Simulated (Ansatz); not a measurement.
Dissociation curve of BH, singlet.

RKS-PBE = restricted PBE/cc-pVTZ run with Ansatz (an electronic-structure program); UCCSD(T) = CCSD(T) on UHF/cc-pVTZ, frozen core in Ansatz; UKS-PBE = Ansatz with unrestricted PBE/cc-pVTZ; FCI = full CI/cc-pVTZ, frozen core (Ansatz).

Cost and accuracy over the 22 points of the scan, with FCI as yardstick. Costs are rough ratios of core time within Ansatz on shared cores, each with its mean field (Kohn-Sham runs search longer for lower solutions than correlated ones do); the miss is the largest error against full CI of the curve after the mean shift, in eV.

### Question
Which is the cheapest of these levels that stays within 0.091 eV of FCI?

### Answer
UKS-PBE.

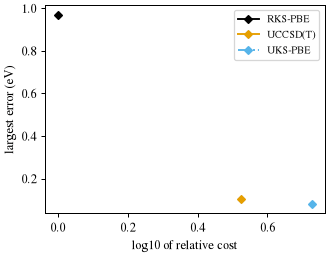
Figure: Miss against cost, one point a level.

```
level     relative cost  largest error
--------  -------------  -------------
RKS-PBE               1          0.970
UCCSD(T)              3          0.102
UKS-PBE               5          0.080
```

Costs within a factor of two of each other count as equal.

The restricted form behind RKS-PBE keeps the bonding electrons paired and can't separate into open-shell fragments. The unrestricted determinant behind UCCSD(T) is spin-contaminated at 0.98 to 5.02 Å (<S²> up to 1.0, against 0.00 for a pure singlet). The unrestricted determinant behind UKS-PBE is spin-contaminated at 0.98 to 1.45, 2.49 to 5.02 Å (<S²> up to 1.0, against 0.00 for a pure singlet).
